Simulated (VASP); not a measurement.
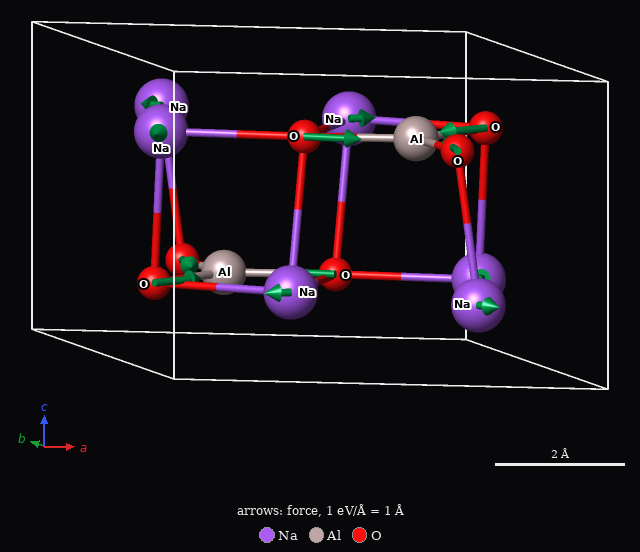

Starting geometry of solid Na3AlO3 (a generated structure, set up in P6_3/m) with the computed forces as green arrows. The picture is a ball-and-stick view of the cell of the calculation, seen from a free direction.

The run lets cell and atoms move.

All numbers below come from Kohn-Sham DFT of a periodic cell, PBE, VASP PAW PBE potentials, recommended (VASP 6.6.1).

Input
```
PREC     = Normal         # precision mode
ENCUT    = 520            # plane-wave cutoff, eV
EDIFF    = 1E-4           # SCF threshold, eV
ISMEAR   = 0              # smearing method
SIGMA    = 0.15           # smearing width, eV
LREAL    = Auto         
LASPH    = True           # aspherical terms in the spheres
NELM     = 60             # most SCF steps
ALGO     = Fast           # electronic algorithm
ISIF     = 3              # what is computed and relaxed
LWAVE    = False          # write WAVECAR
LCHARG   = False          # write CHGCAR
GGA      = PE             # functional
IBRION   = 2              # ionic algorithm
NSW      = 24             # ionic steps
EDIFFG   = -0.08          # ionic threshold
```

Launched with:
```bash
cat potpaw_PBE.64/Na_pv/POTCAR potpaw_PBE.64/Al/POTCAR potpaw_PBE.64/O/POTCAR > POTCAR
mpirun -np 4 vasp_std > vasp.out
```

Is this structure relaxed? If not, where do the atoms go?

It isn't relaxed: the largest force vector, on O atoms, is 0.95 eV/Å. The final displacements follow the starting forces only in part (cosine between the two patterns 0.64). The largest moves relative to the cell, 0.11 Å, are those of Na atoms. By element the largest moves are Na 0.11 Å, O 0.09 Å. Al stays in place. The drawn cell changes as follows: a = b 6.900 → 6.913 Å (+0.2 %), c 4.830 → 4.989 Å (+3.3 %); the volume changes by +3.7 %. Some distances before and after: Na–O 2.472 → 2.635 Å, Na–O 2.468 → 2.336 Å, Na–O 2.437 → 2.527 Å, Al–O 1.755 → 1.726 Å. Bond angles that change, for instance: Na–O–Al 82.1° → 87.8°, O–Na–O 133.3° → 137.0°, Na–O–Na 106.7° → 103.0°. The space group stays P6_3/m (No. 176). Over 11 geometry steps the energy falls by 0.348 eV per cell of the calculation. Largest force component: 0.94 eV/Å at the start, 0.077 eV/Å at the end. The pressure goes from −0.18 to −0.24 GPa.
